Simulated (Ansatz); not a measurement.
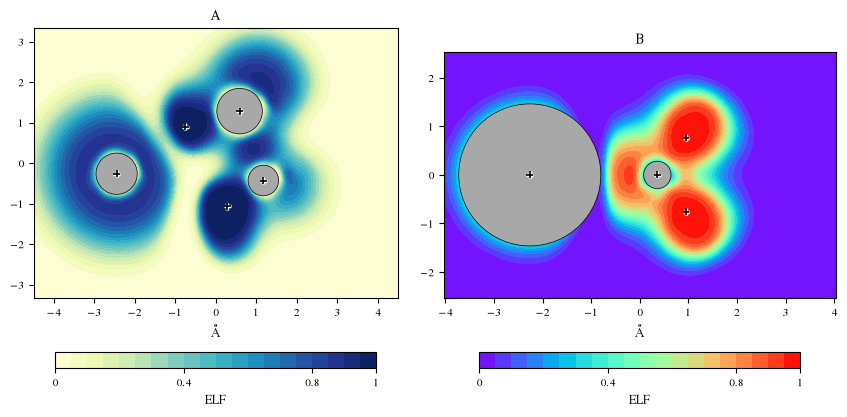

The electron localisation function of 2 systems, each on a plane through atoms (crosses mark nuclei in the plane; grey discs cover the cores).

The calculation used RKS PBE0-D4/def2-TZVPPD in Ansatz.

System 1: H$_{2}$KO (charge +1), the molecular plane. Geometry: PBE0-D4/def2-TZVP.

```csv
atom,x (Å),y (Å),z (Å)
K,0.0125,-0.0660,-2.2630
O,-0.0021,0.0110,0.3619
H,-0.7624,-0.0547,0.9487
H,0.7519,0.1098,0.9523
```

System 2: Cl···CH$_{4}$S (SMILES [Cl-].CS) (charge −1), the plane of atoms S3, C2 and H6. Geometry: PBE0-D4/def2-TZVP.

```xyz
7

Cl   -0.5607    0.5223   -2.6860
C     0.3577   -0.4274    0.6915
S    -0.7091    1.0358    0.6780
H    -0.1092   -1.2467    1.2421
H     1.3264   -0.2012    1.1417
H     0.5008   -0.7238   -0.3499
H    -0.8061    1.0410   -0.7175
```

Which map belongs to which system?

Answer. Panel A is system 2, Cl···CH$_{4}$S: the plane holds Cl, C, S and H. Cl1···H7 (2.05 Å): the ELF dips to about 0.30 between them. Panel B is system 1, H$_{2}$KO: the plane holds K, O and H. K–O (2.63 Å): the ELF is about 0.05 at the midpoint; an ionic contact with no shared pair.
